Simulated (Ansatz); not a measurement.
# InNH₆: small, medium and large basis sets

Aim: see how fast density functionals converge with the basis set for InNH₆.

Method: one geometry, several basis sets; program: Ansatz 0.2.0, Gaussian basis.

Plan: PBE0-D4/def2-SVP; ωB97M-V/def2-SVP; PBE0-D4/def2-QZVPP; ωB97M-V/def2-QZVPP; the functionals' def2-TZVPP values are taken from earlier runs.

### 1 Structure used throughout

An earlier PBE0-D4 in a triple-zeta def2 set relaxation fixed the geometry. In takes the def2 core potential; no spin-orbit term is included.

SMILES `[NH3+][InH3-]`, 8 atoms, charge 0, spin multiplicity 1.

Atoms are counted from 1 here; the program's logs count them from 0.

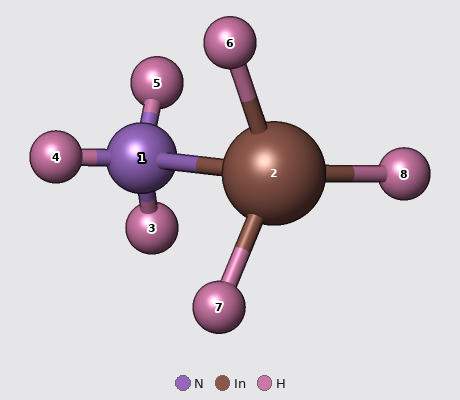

The structure; nitrogen purple, indium brown, hydrogen pink; atoms are numbered from 1 in the order of the file.

Geometry (Å):

```xyz
8

N    -0.53118    0.14614   -0.98882
In    0.61621   -0.17791    1.08690
H     0.06994   -0.08038   -1.77235
H    -1.35299   -0.44405   -1.04243
H    -0.82902    1.10933   -1.08954
H    -0.70019    0.31134    2.10787
H     0.92265   -1.87310    0.87003
H     1.89678    0.95164    0.77245
```

### 2 PBE0-D4 in def2-SVP

Contents of in.yaml:

```yaml
crystal:
  periodic: [false, false, false]
  atoms:
    - {symbol: N, position_ang: [-0.531182, 0.146143, -0.988818]}
    - {symbol: In, position_ang: [0.616209, -0.177907, 1.086900]}
    - {symbol: H, position_ang: [0.069939, -0.080384, -1.772347]}
    - {symbol: H, position_ang: [-1.352992, -0.444054, -1.042433]}
    - {symbol: H, position_ang: [-0.829021, 1.109327, -1.089543]}
    - {symbol: H, position_ang: [-0.700190, 0.311336, 2.107867]}
    - {symbol: H, position_ang: [0.922654, -1.873102, 0.870029]}
    - {symbol: H, position_ang: [1.896783, 0.951640, 0.772445]}
basis:
  gaussian: {orbitals: def2-SVP}
hamiltonian: {xc: pbe0, dispersion: d4}
output: {orbitals: {seedname: orbitals}}
```

The run is started by

```console
> ansatz run in.yaml --threads 2 --pin off --events-out ev --progress --plain --max-ram 32768MiB --backend cpu
```

After this run come: ωB97M-V in def2-SVP; PBE0-D4 in def2-QZVPP; ωB97M-V in def2-QZVPP.

Before running them: what should the planned runs give, taken together? Wanted: PBE0-D4: double and triple zeta above quadruple; ωB97M-V: double and triple zeta above quadruple.

The runs gave:

| quantity | value |
| --- | --- |
| PBE0-D4: double and triple zeta above quadruple | 2.29, 0.15 eV |
| ωB97M-V: double and triple zeta above quadruple | 2.45, 0.15 eV |

What this shows: For PBE0-D4 the step from double to triple zeta gains 2.14 eV and the next only 0.15 eV. These are total energies; as a rule much of such shifts cancels in differences, which this series doesn't test. The LUMO of ωB97M-V is positive and keeps falling with the basis (1.36 to 0.37 eV): an unbound level that the basis holds in place.
